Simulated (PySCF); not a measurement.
H₂ClSi, SMILES [SiH2]Cl, doublet, CAM-B3LYP/def2-SVP optimised geometry. Atoms within 1.6 Å of the plane z = 0.6 Å (x, y, z in Å): Si1 (-0.41, -0.63, 0.00), Cl2 (-1.08, 1.33, 0.00), H4 (1.08, -0.63, 0.00).

Level of theory: unrestricted CAM-B3LYP/def2-TZVP (PySCF).

Map of the spin density (e/bohr³) on the plane z = 0.6 Å:

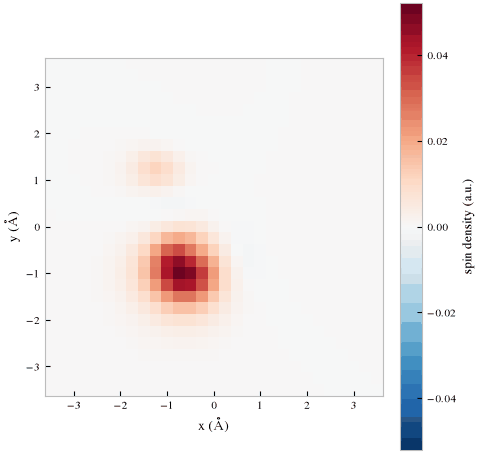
*Spin density (e/bohr³) on the plane z = 0.6 Å.*
